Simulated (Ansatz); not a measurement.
## Two runs on C2F4

System: C2F4, SMILES FC(F)=C(F)F.
Method of run A: RKS SPW92/def2-TZVPP (Ansatz 0.2.0).

The geometry comes from this level: PBE0-D4/def2-TZVP. Text and figures count atoms from 1; the logs count them from 0 in places.

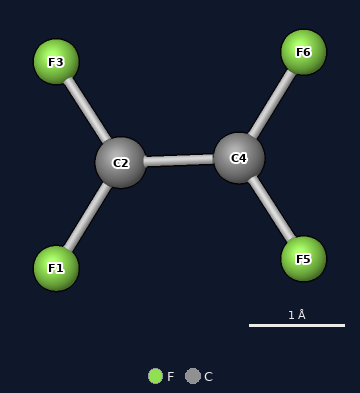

Figure 1. The structure (ball-and-stick view, seen at an oblique angle; atoms are numbered from 1 in the order of the input). Bond lengths as drawn: C–C 1.32 Å and C–F 1.31 Å.

### Input file, run A
```yaml
crystal:
  periodic: [false, false, false]
  atoms:
    - {symbol: F, position_ang: [1.169249, -1.134480, -0.707996]}
    - {symbol: C, position_ang: [0.202470, -0.640150, 0.025689]}
    - {symbol: F, position_ang: [-0.337461, -1.520617, 0.832268]}
    - {symbol: C, position_ang: [-0.188425, 0.618786, -0.041055]}
    - {symbol: F, position_ang: [0.351489, 1.499268, -0.847629]}
    - {symbol: F, position_ang: [-1.155222, 1.113093, 0.692624]}
basis:
  gaussian: {orbitals: def2-TZVPP}
hamiltonian: {xc: lda}
output: {orbitals: {seedname: orbitals}}
```

Hardware: 2 CPU threads, shared host.

### Output (run A)
```
Functional definition: SPW92
  exchange = slater_x
  correlation = pw_c
984 factors; their error is unknown
mean field evaluation 1: about -12856.1247 eV, gradient 3.7e1 eV
mean field evaluation 2: about -12856.3758 eV, gradient 3.7e1 eV
mean field evaluation 4: about -12858.3582 eV, gradient 3.5e0 eV
mean field evaluation 8: about -12858.3606 eV, gradient 4.3e-2 eV
mean field evaluation 16: about -12858.3606 eV, gradient 5.3e-5 eV
mean field -12858.36060519 eV, -472.5360365308 hartree, gradient 5.3e-5 eV, S^2 0.000000; 0 other end points of the search recorded, 0 dependent functions left out
reference -12858.36062586 eV, -472.5360372904 hartree; 24, 24 occupied and 162, 162 virtual orbitals, 984 factors
Total energy: -12858.36062586 eV, -472.5360372904 hartree
```

Run B used a changed input.

### The two runs side by side

```tsv
quantity	run A	run B
outcome	converged	converged
total energy (hartree)	−472.536037	−475.573228
HOMO (eV)	−6.30	−9.92
LUMO (eV)	−0.51	3.30
basis functions	186	186
wall time (shared host)	1.1 s	5 s
```

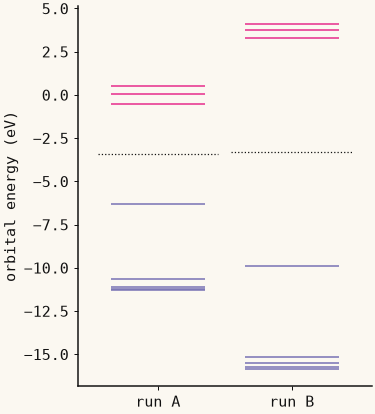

Figure 2. The five highest filled and three lowest empty orbital energies of the two runs; the dotted lines part filled from empty levels. The HOMO–LUMO gap is 5.79 eV in run A and 13.22 eV in run B.

What was changed in the input?

The change (lines with − go, lines with + come):
```diff
-hamiltonian: {xc: lda}
+hamiltonian: {xc: {name: wB97X-V}}
```

The total energies belong to different methods, so their difference says nothing on which is more stable or more accurate. The HOMO goes from −6.30 to −9.92 eV. The LUMO goes from −0.51 to 3.30 eV.

### Output (run B)
```
Functional definition: wB97X-V
  parameter omega = 0.3/bohr
  parameter cx = 0.167
  parameter cx1 = 0.603
  parameter cx2 = 1.194
  parameter css0 = 0.556
  parameter css1 = -0.257
  parameter cos0 = 1.219
  parameter cos1 = -1.850
  parameter b = 6.0
  parameter c = 0.01
  exchange = spin_sum(e_x_unif_sr(omega)*poly(b97_u_x, 1 - cx, cx1, cx2)) + cx*exact_x_sr(omega) + exact_x_lr(omega)
  correlation = spin_sum(e_c_pw_same_spin*poly(b97_u_same, css0, css1))
      + integral(e_c_pw_opposite_spin*poly(b97_u_opposite, cos0, cos1)) + vv10(b, c)
984 factors; their error is unknown
186 factors; integrals over basis functions are off by at most 3.9e-6 eV
mean field evaluation 1: about -12939.0886 eV, gradient 3.7e1 eV
mean field evaluation 2: about -12939.3545 eV, gradient 3.7e1 eV
mean field evaluation 4: about -12940.9739 eV, gradient 5.6e-1 eV
mean field evaluation 8: about -12941.0068 eV, gradient 1.0e-2 eV
mean field -12941.00678360 eV, -475.5732275680 hartree, gradient 5.8e-6 eV, S^2 0.000000; 0 other end points of the search recorded, 0 dependent functions left out
reference -12941.00678248 eV, -475.5732275266 hartree; 24, 24 occupied and 162, 162 virtual orbitals, 984 factors
Total energy: -12941.00678248 eV, -475.5732275266 hartree
```
